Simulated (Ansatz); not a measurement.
Cl$_{4}$FHOW···H$_{2}$

```xyz
10

W    -0.1927   -0.1687   -0.6187
F     0.3452    0.4359    1.1048
Cl    2.0315   -0.0938   -1.3120
Cl   -0.3902    2.0673   -1.2041
Cl   -2.4149   -0.1245    0.0848
O     0.0517   -1.8839    0.1246
H     0.3306   -2.1465    1.0250
Cl   -0.8309   -1.0186   -2.6570
H     2.0954    1.9057    3.4797
H     1.6603    1.6008    2.9225
```

Core potentials replace the inner electrons of W.

These are results of RKS PBE/def2-SVP (Ansatz 0.2.0), not measurements.

> What can the converged electron density and electron localisation function tell about the bonding?

W–O (1.89 Å): ρ at the midpoint is about 1.1 e/Å³; the ELF peaks at about 0.85 in the valence shell of O, 0.5 Å from its nucleus, and drops to about 0.25 between the two atoms.
W–F (1.90 Å): ρ is about 0.99 e/Å³ halfway; the ELF peaks at about 0.85 in the valence shell of F, 0.5 Å from its nucleus, and drops to about 0.20 between the two atoms.
W–Cl (2.30 Å): ρ at the midpoint is about 0.68 e/Å³; the ELF peaks at about 0.85 in the valence shell of Cl, 0.8 Å from its nucleus, and is about 0.35 at the midpoint.
O–H (0.98 Å): ρ is about 3.6 e/Å³ halfway; the ELF climbs to about 1 towards the hydrogen, as it does in any bond to H (a covalent bond by its length).

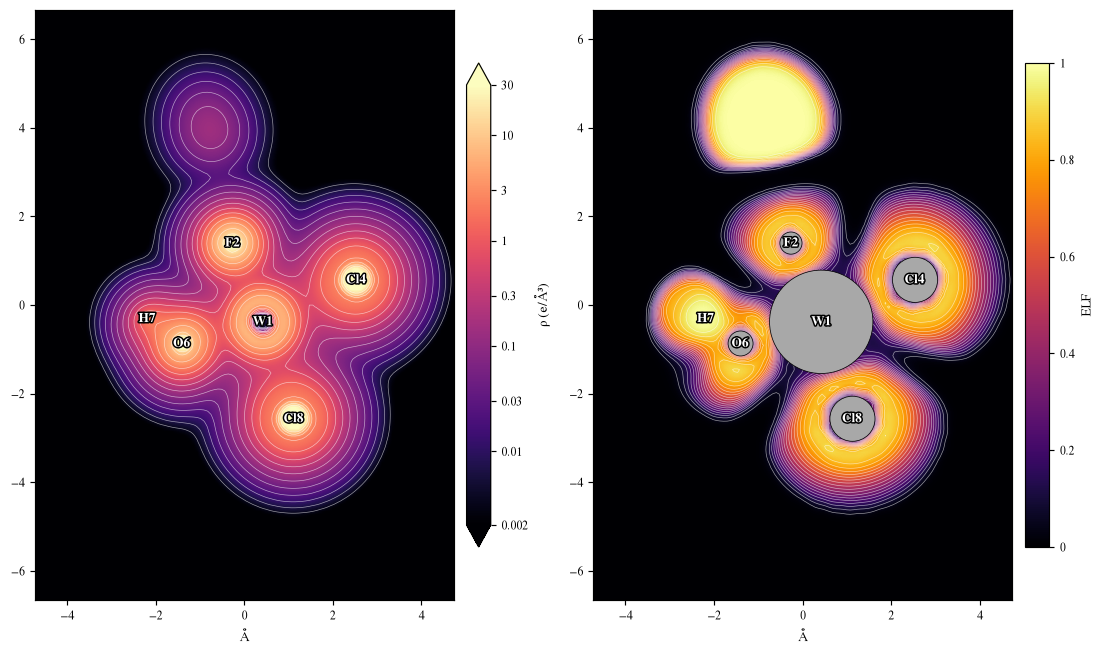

Computed electron density and electron localisation function on the plane of atoms W1, O6 and H7, in this order. Grey discs cover the atomic cores in the ELF map. 
